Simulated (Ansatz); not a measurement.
## Al$_{12}$O: single-point calculation (part 3 of 4)

The same run, continued: Al$_{12}$O (slab, 13 atoms in the cell); DFT PBE, scalar-relativistic, plane waves, PAW, spin-polarised (Ansatz 0.2.0); cutoff 420 eV, 5×5×1 k-mesh, Gaussian smearing of 0.1 eV, collinear spins. The structure derives from an entry of the Crystallography Open Database.

Geometry of the input (Å; fractional positions):
```
5.7143  0.0000  0.0000
0.0000  5.7143  0.0000
0.0000  0.0000  21.1750
Al 0.2500  0.2500  0.1889
Al 0.2500  0.7500  0.1889
Al 0.7500  0.2500  0.1889
Al 0.7500  0.7500  0.1889
Al 0.0000  0.0000  0.2874
Al 0.0000  0.5000  0.2874
Al 0.5000  0.0000  0.2874
Al 0.5000  0.5000  0.2874
Al 0.2500  0.2500  0.3861
Al 0.2500  0.7500  0.3861
Al 0.7500  0.2500  0.3861
Al 0.7500  0.7500  0.3861
O  0.4167  0.4167  0.5575
```

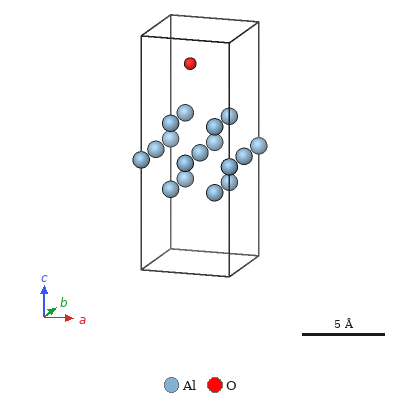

**Figure 1.** The structure (ball-and-stick view of the cell of the calculation, with the vacuum cut short, seen slightly off an axis).

What the program printed, continued:
```
SCF iter  41: F=-7008.328046 eV  HF=-7008.328029 eV  |F-HF|=1.67e-5  |Δ(HF+E_count)|=   4.41e-7  Δρ=1.25e-4 (↑1.24e-5 ↓1.25e-4)  dr2=3.10e-5  dr2_m=2.79e-5  M=1.898 μB ∫|m|=1.940 μB  β_m=0.89  ethr=5.54e-8  p=-0.415 e·Å  D=-1.09e-1 V/Å  ΔV_dip=2.30 eV  dr2_dipole=5.70e-7  V_vac-E_F(+/−)=6.77/4.47 eV  ⟨swp⟩=2.1  Hψ=875  notcnv=0  defer=101
SCF iter  42: F=-7008.328145 eV  HF=-7008.328074 eV  |F-HF|=7.10e-5  |Δ(HF+E_count)|=   4.44e-5  Δρ=3.99e-4 (↑1.38e-5 ↓3.99e-4)  dr2=3.59e-4  dr2_m=2.53e-4  M=1.895 μB ∫|m|=1.937 μB  β_m=0.94  ethr=5.54e-8  p=-0.415 e·Å  D=-1.09e-1 V/Å  ΔV_dip=2.30 eV  dr2_dipole=1.90e-5  V_vac-E_F(+/−)=6.77/4.47 eV  ⟨swp⟩=2.0  Hψ=846  notcnv=0  defer=101  recentre
SCF iter  43: F=-7008.328134 eV  HF=-7008.328053 eV  |F-HF|=8.12e-5  |Δ(HF+E_count)|=   2.07e-5  Δρ=2.88e-4 (↑1.94e-5 ↓2.88e-4)  dr2=1.54e-4  dr2_m=1.38e-4  M=1.897 μB ∫|m|=1.940 μB  β_m=0.97  ethr=5.54e-8  p=-0.415 e·Å  D=-1.09e-1 V/Å  ΔV_dip=2.30 eV  dr2_dipole=1.84e-9  V_vac-E_F(+/−)=6.77/4.47 eV  ⟨swp⟩=2.0  Hψ=858  notcnv=0  defer=101
SCF iter  44: F=-7008.328224 eV  HF=-7008.328051 eV  |F-HF|=1.73e-4  |Δ(HF+E_count)|=   2.40e-6  Δρ=3.73e-4 (↑4.81e-5 ↓3.73e-4)  dr2=2.58e-4  dr2_m=2.54e-4  M=1.895 μB ∫|m|=1.937 μB  β_m=0.66  ethr=5.54e-8  p=-0.415 e·Å  D=-1.09e-1 V/Å  ΔV_dip=2.30 eV  dr2_dipole=1.96e-6  V_vac-E_F(+/−)=6.77/4.47 eV  ⟨swp⟩=2.8  Hψ=988  notcnv=0  defer=101
SCF iter  45: F=-7008.328034 eV  HF=-7008.328017 eV  |F-HF|=1.74e-5  |Δ(HF+E_count)|=   3.39e-5  Δρ=6.18e-5 (↑2.89e-5 ↓6.18e-5)  dr2=1.04e-5  dr2_m=9.05e-6  M=1.897 μB ∫|m|=1.939 μB  β_m=0.45  ethr=5.54e-8  p=-0.415 e·Å  D=-1.09e-1 V/Å  ΔV_dip=2.30 eV  dr2_dipole=1.42e-7  V_vac-E_F(+/−)=6.77/4.47 eV  ⟨swp⟩=2.5  Hψ=863  notcnv=0  defer=101  recentre
SCF iter  46: F=-7008.328673 eV  HF=-7008.328189 eV  |F-HF|=4.84e-4  |Δ(HF+E_count)|=   1.72e-4  Δρ=7.58e-4 (↑4.00e-5 ↓7.58e-4)  dr2=1.13e-3  dr2_m=9.44e-4  M=1.900 μB ∫|m|=1.941 μB  β_m=0.95  ethr=2.47e-8  p=-0.415 e·Å  D=-1.09e-1 V/Å  ΔV_dip=2.30 eV  dr2_dipole=1.47e-5  V_vac-E_F(+/−)=6.77/4.47 eV  ⟨swp⟩=3.0  Hψ=1061  notcnv=0  defer=101
SCF iter  47: F=-7008.328154 eV  HF=-7008.328067 eV  |F-HF|=8.79e-5  |Δ(HF+E_count)|=   1.23e-4  Δρ=3.10e-4 (↑8.76e-6 ↓3.10e-4)  dr2=1.84e-4  dr2_m=1.58e-4  M=1.897 μB ∫|m|=1.939 μB  β_m=0.95  ethr=2.47e-8  p=-0.415 e·Å  D=-1.09e-1 V/Å  ΔV_dip=2.30 eV  dr2_dipole=7.03e-8  V_vac-E_F(+/−)=6.77/4.47 eV  ⟨swp⟩=2.9  Hψ=1056  notcnv=0  defer=101  recentre
SCF iter  48: F=-7008.328137 eV  HF=-7008.328061 eV  |F-HF|=7.67e-5  |Δ(HF+E_count)|=   5.73e-6  Δρ=2.97e-4 (↑8.48e-6 ↓2.97e-4)  dr2=1.72e-4  dr2_m=1.45e-4  M=1.897 μB ∫|m|=1.939 μB  β_m=0.87  ethr=2.47e-8  p=-0.415 e·Å  D=-1.09e-1 V/Å  ΔV_dip=2.30 eV  dr2_dipole=1.06e-6  V_vac-E_F(+/−)=6.77/4.47 eV  ⟨swp⟩=1.6  Hψ=658  notcnv=0  defer=101  recentre
SCF iter  49: F=-7008.328236 eV  HF=-7008.328095 eV  |F-HF|=1.41e-4  |Δ(HF+E_count)|=   3.43e-5  Δρ=4.04e-4 (↑1.54e-5 ↓4.04e-4)  dr2=3.21e-4  dr2_m=2.73e-4  M=1.895 μB ∫|m|=1.937 μB  β_m=0.17  ethr=2.47e-8  p=-0.415 e·Å  D=-1.09e-1 V/Å  ΔV_dip=2.30 eV  dr2_dipole=4.06e-6  V_vac-E_F(+/−)=6.77/4.47 eV  ⟨swp⟩=2.5  Hψ=883  notcnv=0  defer=101  recentre
SCF iter  50: F=-7008.329410 eV  HF=-7008.328381 eV  |F-HF|=1.03e-3  |Δ(HF+E_count)|=   2.86e-4  Δρ=1.09e-3 (↑3.26e-5 ↓1.09e-3)  dr2=2.27e-3  dr2_m=1.93e-3  M=1.897 μB ∫|m|=1.939 μB  β_m=0.59  ethr=2.47e-8  p=-0.415 e·Å  D=-1.09e-1 V/Å  ΔV_dip=2.30 eV  dr2_dipole=1.71e-6  V_vac-E_F(+/−)=6.77/4.47 eV  ⟨swp⟩=3.5  Hψ=1256  notcnv=0  defer=101
SCF iter  51: F=-7008.329236 eV  HF=-7008.328476 eV  |F-HF|=7.60e-4  |Δ(HF+E_count)|=   9.43e-5  Δρ=1.18e-3 (↑4.90e-5 ↓1.18e-3)  dr2=3.02e-3  dr2_m=2.21e-3  M=1.893 μB ∫|m|=1.934 μB  β_m=0.50  ethr=2.47e-8  p=-0.415 e·Å  D=-1.09e-1 V/Å  ΔV_dip=2.30 eV  dr2_dipole=9.22e-5  V_vac-E_F(+/−)=6.77/4.47 eV  ⟨swp⟩=3.0  Hψ=1265  notcnv=0  defer=101
SCF iter  52: F=-7008.329395 eV  HF=-7008.328481 eV  |F-HF|=9.14e-4  |Δ(HF+E_count)|=   5.40e-6  Δρ=9.97e-4 (↑4.98e-5 ↓9.97e-4)  dr2=1.84e-3  dr2_m=1.69e-3  M=1.896 μB ∫|m|=1.937 μB  β_m=0.65  ethr=2.47e-8  p=-0.416 e·Å  D=-1.09e-1 V/Å  ΔV_dip=2.30 eV  dr2_dipole=2.31e-5  V_vac-E_F(+/−)=6.77/4.47 eV  ⟨swp⟩=3.2  Hψ=1252  notcnv=0  defer=101
SCF iter  53: F=-7008.318204 eV  HF=-7008.329659 eV  |F-HF|=1.15e-2  |Δ(HF+E_count)|=   1.18e-3  Δρ=1.92e-3 (↑8.83e-5 ↓1.92e-3)  dr2=1.74e-2  dr2_m=6.03e-3  M=1.932 μB ∫|m|=1.973 μB  β_m=0.88  ethr=2.47e-8  p=-0.416 e·Å  D=-1.09e-1 V/Å  ΔV_dip=2.30 eV  dr2_dipole=4.11e-3  V_vac-E_F(+/−)=6.77/4.46 eV  ⟨swp⟩=3.5  Hψ=1311  notcnv=0  defer=101  recentre
SCF iter  54: F=-7008.328508 eV  HF=-7008.328317 eV  |F-HF|=1.91e-4  |Δ(HF+E_count)|=   1.34e-3  Δρ=8.48e-4 (↑3.35e-5 ↓8.48e-4)  dr2=1.70e-3  dr2_m=1.20e-3  M=1.901 μB ∫|m|=1.943 μB  β_m=0.69  ethr=2.47e-8  p=-0.415 e·Å  D=-1.09e-1 V/Å  ΔV_dip=2.30 eV  dr2_dipole=1.44e-4  V_vac-E_F(+/−)=6.77/4.47 eV  ⟨swp⟩=3.5  Hψ=1301  notcnv=0  defer=101  recentre
SCF iter  55: F=-7008.326284 eV  HF=-7008.328351 eV  |F-HF|=2.07e-3  |Δ(HF+E_count)|=   3.38e-5  Δρ=9.50e-4 (↑7.36e-5 ↓9.50e-4)  dr2=3.82e-3  dr2_m=1.49e-3  M=1.879 μB ∫|m|=1.923 μB  β_m=0.23  ethr=2.47e-8  p=-0.415 e·Å  D=-1.09e-1 V/Å  ΔV_dip=2.30 eV  dr2_dipole=8.27e-4  V_vac-E_F(+/−)=6.77/4.47 eV  ⟨swp⟩=3.4  Hψ=1362  notcnv=0  defer=101  recentre
SCF iter  56: F=-7008.330349 eV  HF=-7008.328793 eV  |F-HF|=1.56e-3  |Δ(HF+E_count)|=   4.42e-4  Δρ=1.34e-3 (↑5.50e-5 ↓1.34e-3)  dr2=3.39e-3  dr2_m=3.01e-3  M=1.894 μB ∫|m|=1.936 μB  β_m=0.35  ethr=2.47e-8  p=-0.415 e·Å  D=-1.09e-1 V/Å  ΔV_dip=2.30 eV  dr2_dipole=4.03e-5  V_vac-E_F(+/−)=6.77/4.47 eV  ⟨swp⟩=3.6  Hψ=1322  notcnv=0  defer=101
SCF iter  57: F=-7008.329387 eV  HF=-7008.328554 eV  |F-HF|=8.33e-4  |Δ(HF+E_count)|=   2.38e-4  Δρ=1.14e-3 (↑7.44e-5 ↓1.14e-3)  dr2=2.71e-3  dr2_m=2.26e-3  M=1.901 μB ∫|m|=1.944 μB  β_m=0.65  ethr=2.47e-8  p=-0.415 e·Å  D=-1.09e-1 V/Å  ΔV_dip=2.30 eV  dr2_dipole=1.15e-4  V_vac-E_F(+/−)=6.77/4.47 eV  ⟨swp⟩=3.5  Hψ=1289  notcnv=0  defer=101  recentre
SCF iter  58: F=-7008.329210 eV  HF=-7008.328405 eV  |F-HF|=8.04e-4  |Δ(HF+E_count)|=   1.49e-4  Δρ=9.30e-4 (↑3.58e-5 ↓9.30e-4)  dr2=1.65e-3  dr2_m=1.46e-3  M=1.899 μB ∫|m|=1.941 μB  β_m=0.45  ethr=2.47e-8  p=-0.415 e·Å  D=-1.09e-1 V/Å  ΔV_dip=2.30 eV  dr2_dipole=2.51e-5  V_vac-E_F(+/−)=6.77/4.47 eV  ⟨swp⟩=3.5  Hψ=1268  notcnv=0  defer=101  recentre
SCF iter  59: F=-7008.324953 eV  HF=-7008.328364 eV  |F-HF|=3.41e-3  |Δ(HF+E_count)|=   4.16e-5  Δρ=8.94e-4 (↑6.00e-5 ↓8.94e-4)  dr2=4.44e-3  dr2_m=1.33e-3  M=1.915 μB ∫|m|=1.956 μB  β_m=0.11  ethr=2.47e-8  p=-0.416 e·Å  D=-1.09e-1 V/Å  ΔV_dip=2.30 eV  dr2_dipole=1.12e-3  V_vac-E_F(+/−)=6.77/4.47 eV  ⟨swp⟩=3.0  Hψ=1256  notcnv=0  defer=101  recentre
SCF iter  60: F=-7008.330709 eV  HF=-7008.328910 eV  |F-HF|=1.80e-3  |Δ(HF+E_count)|=   5.47e-4  Δρ=1.41e-3 (↑5.56e-5 ↓1.41e-3)  dr2=3.78e-3  dr2_m=3.39e-3  M=1.894 μB ∫|m|=1.936 μB  β_m=0.31  ethr=2.47e-8  p=-0.415 e·Å  D=-1.09e-1 V/Å  ΔV_dip=2.30 eV  dr2_dipole=3.57e-5  V_vac-E_F(+/−)=6.77/4.47 eV  ⟨swp⟩=3.5  Hψ=1281  notcnv=0  defer=101
SCF iter  61: F=-7008.332842 eV  HF=-7008.329707 eV  |F-HF|=3.13e-3  |Δ(HF+E_count)|=   7.97e-4  Δρ=1.86e-3 (↑8.21e-5 ↓1.86e-3)  dr2=6.45e-3  dr2_m=5.95e-3  M=1.892 μB ∫|m|=1.934 μB  ethr=2.47e-8  p=-0.415 e·Å  D=-1.09e-1 V/Å  ΔV_dip=2.30 eV  dr2_dipole=1.06e-4  V_vac-E_F(+/−)=6.77/4.47 eV  ⟨swp⟩=14.2  Hψ=3927  notcnv=0
Mixer restart at iter 61: flushing history
iteration 61: the SCF's residuals had fallen too slowly under its mixing. It goes on by minimising its free energy, and can end on another state than longer mixing would; under `scf.algorithm: density_mixing` no SCF does so, but by `scf.convergence.dm_fallback`
SCF iter  62: F=—  HF=-7008.481378 eV  |F-HF|=—  |Δ(HF+E_count)|=   1.52e-1  Δρ=1.72e-3 (↑1.72e-3 ↓1.16e-3)  dr2=1.97e-2  dr2_m=1.07e-2  M=1.889 μB ∫|m|=1.932 μB  ethr=2.47e-8  p=-0.388 e·Å  D=-1.02e-1 V/Å  ΔV_dip=2.15 eV  dr2_dipole=9.36e-3  V_vac-E_F(+/−)=6.62/4.47 eV  ⟨swp⟩=13.4  Hψ=6399  notcnv=0
SCF iter  63: F=—  HF=-7008.486127 eV  |F-HF|=—  |Δ(HF+E_count)|=   4.75e-3  Δρ=6.21e-4 (↑9.28e-5 ↓6.21e-4)  dr2=7.67e-3  dr2_m=6.10e-4  M=1.825 μB ∫|m|=1.870 μB  ethr=2.47e-8  p=-0.365 e·Å  D=-9.56e-2 V/Å  ΔV_dip=2.02 eV  dr2_dipole=1.71e-3  V_vac-E_F(+/−)=6.51/4.49 eV  ⟨swp⟩=10.7  Hψ=4160  notcnv=0
SCF iter  64: F=—  HF=-7008.486276 eV  |F-HF|=—  |Δ(HF+E_count)|=   1.49e-4  Δρ=4.09e-4 (↑3.48e-5 ↓4.09e-4)  dr2=3.11e-3  dr2_m=2.81e-4  M=1.856 μB ∫|m|=1.902 μB  ethr=2.47e-8  p=-0.364 e·Å  D=-9.52e-2 V/Å  ΔV_dip=2.02 eV  dr2_dipole=1.34e-3  V_vac-E_F(+/−)=6.50/4.48 eV  ⟨swp⟩=8.1  Hψ=3463  notcnv=0
SCF iter  65: F=—  HF=-7008.486268 eV  |F-HF|=—  |Δ(HF+E_count)|=   8.50e-6  Δρ=4.18e-5 (↑1.79e-5 ↓4.18e-5)  dr2=3.13e-5  dr2_m=4.55e-6  M=1.845 μB ∫|m|=1.892 μB  ethr=2.47e-8  p=-0.360 e·Å  D=-9.42e-2 V/Å  ΔV_dip=2.00 eV  dr2_dipole=4.51e-6  V_vac-E_F(+/−)=6.49/4.49 eV  ⟨swp⟩=7.2  Hψ=3137  notcnv=0
SCF iter  66: F=—  HF=-7008.498565 eV  |F-HF|=—  |Δ(HF+E_count)|=   1.23e-2  Δρ=1.66e-3 (↑3.14e-4 ↓1.66e-3)  dr2=7.94e-2  dr2_m=3.46e-3  M=1.920 μB ∫|m|=1.966 μB  ethr=2.47e-8  p=-0.370 e·Å  D=-9.68e-2 V/Å  ΔV_dip=2.05 eV  dr2_dipole=3.13e-2  V_vac-E_F(+/−)=6.52/4.47 eV  ⟨swp⟩=10.1  Hψ=4316  notcnv=0
SCF iter  67: F=—  HF=-7008.500610 eV  |F-HF|=—  |Δ(HF+E_count)|=   2.05e-3  Δρ=1.22e-3 (↑1.45e-4 ↓1.22e-3)  dr2=3.03e-2  dr2_m=2.29e-3  M=1.803 μB ∫|m|=1.857 μB  ethr=2.47e-8  p=-0.371 e·Å  D=-9.72e-2 V/Å  ΔV_dip=2.06 eV  dr2_dipole=1.26e-2  V_vac-E_F(+/−)=6.55/4.50 eV  ⟨swp⟩=9.9  Hψ=4115  notcnv=0
SCF iter  68: F=—  HF=-7008.504617 eV  |F-HF|=—  |Δ(HF+E_count)|=   4.01e-3  Δρ=1.90e-3 (↑1.66e-4 ↓1.90e-3)  dr2=7.82e-2  dr2_m=5.66e-3  M=1.778 μB ∫|m|=1.838 μB  ethr=2.47e-8  p=-0.364 e·Å  D=-9.53e-2 V/Å  ΔV_dip=2.02 eV  dr2_dipole=3.49e-2  V_vac-E_F(+/−)=6.52/4.50 eV  ⟨swp⟩=9.7  Hψ=4144  notcnv=0
SCF iter  69: F=—  HF=-7008.504172 eV  |F-HF|=—  |Δ(HF+E_count)|=   4.46e-4  Δρ=3.09e-4 (↑1.20e-4 ↓3.09e-4)  dr2=1.97e-3  dr2_m=1.24e-4  M=1.863 μB ∫|m|=1.920 μB  ethr=2.47e-8  p=-0.371 e·Å  D=-9.72e-2 V/Å  ΔV_dip=2.06 eV  dr2_dipole=3.53e-4  V_vac-E_F(+/−)=6.54/4.49 eV  ⟨swp⟩=11.0  Hψ=4167  notcnv=0
SCF iter  70: F=—  HF=-7008.504352 eV  |F-HF|=—  |Δ(HF+E_count)|=   1.80e-4  Δρ=1.61e-4 (↑2.48e-5 ↓1.61e-4)  dr2=3.21e-4  dr2_m=4.44e-5  M=1.846 μB ∫|m|=1.905 μB  ethr=2.47e-8  p=-0.372 e·Å  D=-9.73e-2 V/Å  ΔV_dip=2.06 eV  dr2_dipole=1.14e-4  V_vac-E_F(+/−)=6.54/4.48 eV  ⟨swp⟩=6.5  Hψ=3215  notcnv=0
SCF iter  71: F=—  HF=-7008.504663 eV  |F-HF|=—  |Δ(HF+E_count)|=   3.11e-4  Δρ=7.03e-5 (↑7.03e-5 ↓2.47e-5)  dr2=2.40e-5  dr2_m=1.01e-5  M=1.850 μB ∫|m|=1.910 μB  ethr=2.47e-8  p=-0.372 e·Å  D=-9.74e-2 V/Å  ΔV_dip=2.06 eV  dr2_dipole=9.75e-6  V_vac-E_F(+/−)=6.55/4.48 eV  ⟨swp⟩=5.6  Hψ=3285  notcnv=0
SCF iter  72: F=—  HF=-7008.505117 eV  |F-HF|=—  |Δ(HF+E_count)|=   4.54e-4  Δρ=5.25e-5 (↑5.25e-5 ↓3.74e-5)  dr2=1.90e-5  dr2_m=8.94e-6  M=1.852 μB ∫|m|=1.912 μB  ethr=2.47e-8  p=-0.371 e·Å  D=-9.71e-2 V/Å  ΔV_dip=2.06 eV  dr2_dipole=6.27e-6  V_vac-E_F(+/−)=6.54/4.48 eV  ⟨swp⟩=7.7  Hψ=3874  notcnv=0
SCF iter  73: F=—  HF=-7008.505138 eV  |F-HF|=—  |Δ(HF+E_count)|=   2.10e-5  Δρ=2.82e-5 (↑7.20e-6 ↓2.82e-5)  dr2=1.71e-6  dr2_m=1.75e-6  M=1.853 μB ∫|m|=1.914 μB  ethr=2.47e-8  p=-0.372 e·Å  D=-9.73e-2 V/Å  ΔV_dip=2.06 eV  dr2_dipole=5.42e-8  V_vac-E_F(+/−)=6.54/4.48 eV  ⟨swp⟩=2.9  Hψ=2271  notcnv=0
SCF iter  74: F=—  HF=-7008.505156 eV  |F-HF|=—  |Δ(HF+E_count)|=   1.77e-5  Δρ=1.80e-5 (↑1.64e-5 ↓1.80e-5)  dr2=8.36e-6  dr2_m=8.22e-7  M=1.852 μB ∫|m|=1.913 μB  ethr=4.08e-9  p=-0.372 e·Å  D=-9.74e-2 V/Å  ΔV_dip=2.06 eV  dr2_dipole=3.46e-6  V_vac-E_F(+/−)=6.55/4.48 eV  ⟨swp⟩=2.8  Hψ=2695  notcnv=0
SCF iter  75: F=—  HF=-7008.505234 eV  |F-HF|=—  |Δ(HF+E_count)|=   7.78e-5  Δρ=1.88e-5 (↑1.08e-5 ↓1.88e-5)  dr2=4.07e-6  dr2_m=7.68e-7  M=1.854 μB ∫|m|=1.914 μB  ethr=4.08e-9  p=-0.372 e·Å  D=-9.75e-2 V/Å  ΔV_dip=2.06 eV  dr2_dipole=1.50e-6  V_vac-E_F(+/−)=6.55/4.48 eV  ⟨swp⟩=5.8  Hψ=3492  notcnv=0
SCF iter  76: F=—  HF=-7008.505240 eV  |F-HF|=—  |Δ(HF+E_count)|=   5.82e-6  Δρ=7.15e-6 (↑3.40e-6 ↓7.15e-6)  dr2=5.82e-7  dr2_m=1.54e-7  M=1.854 μB ∫|m|=1.914 μB  ethr=4.08e-9  p=-0.372 e·Å  D=-9.74e-2 V/Å  ΔV_dip=2.06 eV  dr2_dipole=2.79e-7  V_vac-E_F(+/−)=6.55/4.48 eV  ⟨swp⟩=2.9  Hψ=2371  notcnv=0
SCF iter  77: F=—  HF=-7008.505241 eV  |F-HF|=—  |Δ(HF+E_count)|=   1.08e-6  Δρ=2.70e-6 (↑2.70e-6 ↓1.94e-6)  dr2=2.26e-8  dr2_m=2.64e-8  M=1.854 μB ∫|m|=1.914 μB  ethr=2.38e-10  p=-0.372 e·Å  D=-9.74e-2 V/Å  ΔV_dip=2.06 eV  dr2_dipole=2.44e-9  V_vac-E_F(+/−)=6.55/4.48 eV  ⟨swp⟩=4.4  Hψ=3015  notcnv=0
SCF iter  78: F=—  HF=-7008.505242 eV  |F-HF|=—  |Δ(HF+E_count)|=   1.48e-6  Δρ=3.42e-6 (↑3.42e-6 ↓1.41e-6)  dr2=1.60e-8  dr2_m=3.20e-8  M=1.854 μB ∫|m|=1.914 μB  ethr=5.38e-11  p=-0.372 e·Å  D=-9.74e-2 V/Å  ΔV_dip=2.06 eV  dr2_dipole=1.31e-10  V_vac-E_F(+/−)=6.55/4.48 eV  ⟨swp⟩=3.4  Hψ=3104  notcnv=0
SCF iter  79: F=—  HF=-7008.505243 eV  |F-HF|=—  |Δ(HF+E_count)|=   7.56e-7  Δρ=1.38e-6 (↑1.38e-6 ↓1.38e-6)  dr2=3.50e-8  dr2_m=5.02e-9  M=1.854 μB ∫|m|=1.914 μB  ethr=3.80e-11  p=-0.372 e·Å  D=-9.74e-2 V/Å  ΔV_dip=2.06 eV  dr2_dipole=7.02e-9  V_vac-E_F(+/−)=6.55/4.48 eV  ⟨swp⟩=2.9  Hψ=2884  notcnv=0
SCF iter  80: F=-7008.505243 eV  HF=-7008.505243 eV  |F-HF|=3.62e-10  |Δ(HF+E_count)|=   9.49e-8  Δρ=7.66e-7 (↑7.66e-7 ↓4.80e-7)  dr2=1.02e-9  dr2_m=2.41e-9  M=1.854 μB ∫|m|=1.914 μB  ethr=3.80e-11  p=-0.372 e·Å  D=-9.74e-2 V/Å  ΔV_dip=2.06 eV  dr2_dipole=5.49e-10  V_vac-E_F(+/−)=6.55/4.48 eV  ⟨swp⟩=2.4  Hψ=2358  notcnv=0
SCF iter  81: F=-7008.505243 eV  HF=-7008.505243 eV  |F-HF|=3.70e-10  |Δ(HF+E_count)|=  2.73e-12  Δρ=7.66e-7 (↑7.66e-7 ↓4.80e-7)  dr2=1.02e-9  dr2_m=2.41e-9  M=1.854 μB ∫|m|=1.914 μB  ethr=2.42e-12  p=-0.372 e·Å  D=-9.74e-2 V/Å  ΔV_dip=2.06 eV  dr2_dipole=5.49e-10  V_vac-E_F(+/−)=6.55/4.48 eV  ⟨swp⟩=1.0  Hψ=2451  notcnv=0
SCF 1 converged in 81 iterations: F = -7008.505243 eV  dr2 = 1.02e-9
  greatest PAW one-centre occupation: 0.891 electrons in one spin orbital (limit 2), on the O atom at site 12 (counted from 0), in its partial waves of l = 0
```
